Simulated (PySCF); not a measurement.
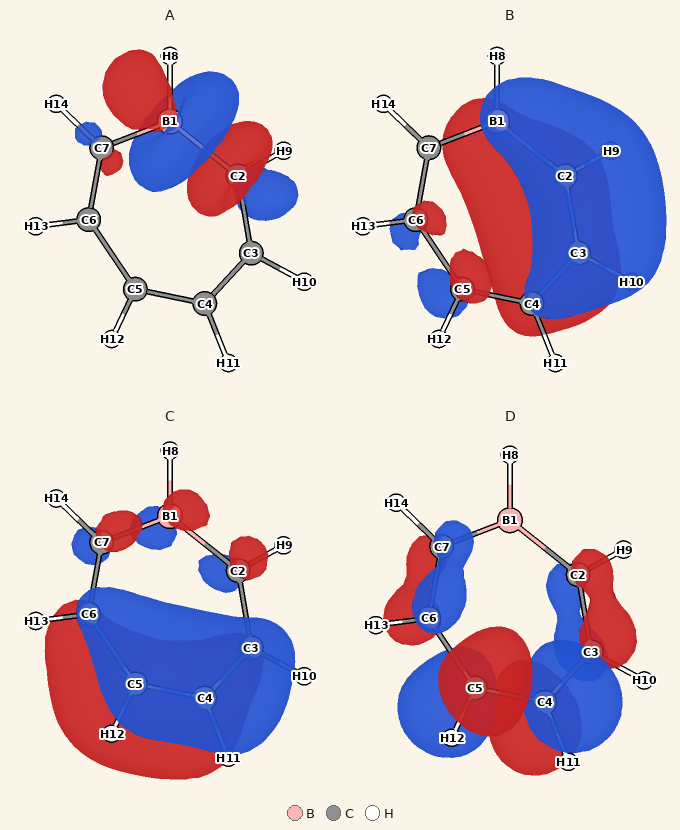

Figure 1: C$_{6}$H$_{7}$B, SMILES `B1C=CC=CC=C1`. Intrinsic bond orbitals (IBO), occupied and valence-virtual; each surface holds about 85 % of the orbital's density. Energies are diagonal elements of the Fock matrix.

Level of theory: ωB97X/aug-cc-pVDZ (PySCF), at a geometry from GFN2-xTB. This is a single-reference result, which may miss multireference character in this system. No frequency check shows the geometry to be a minimum.

Cartesian coordinates (Å):

```
B1       0.0005   -1.7320    0.0000
C2      -1.3420   -1.0082    0.0000
C3      -1.5990    0.3304    0.0000
C4      -0.6831    1.4065    0.0000
C5       0.6825    1.4068    0.0000
C6       1.5988    0.3311    0.0000
C7       1.3424   -1.0076    0.0000
H8       0.0008   -2.9086    0.0000
H9      -2.2351   -1.6279    0.0000
H10     -2.6395    0.6463    0.0000
H11     -1.1470    2.3875    0.0000
H12      1.1459    2.3880    0.0000
H13      2.6392    0.6474    0.0000
H14      2.2358   -1.6269    0.0000
```

Name the orbitals, with their atomic make-up and energies.

Answer. By panel:
- A: σ* orbital B1–C2 (B1 60 %, C2 39 %; 16.1 eV)
- B: delocalised π orbital mainly over C2, C3 and B1 (C2 44 %, C3 42 %, B1 8 %; −10.8 eV)
- C: π bond C5–C4 (C5 44 %, C4 44 %, C6 4 %; −11.1 eV)
- D: π* orbital C4–C5 (C4 45 %, C5 45 %; 4.1 eV)

Run time: 24 s on 1 thread of Intel(R) Xeon(R) 6975P-C (Granite Rapids) (shared host), peak memory 0.92 GiB.
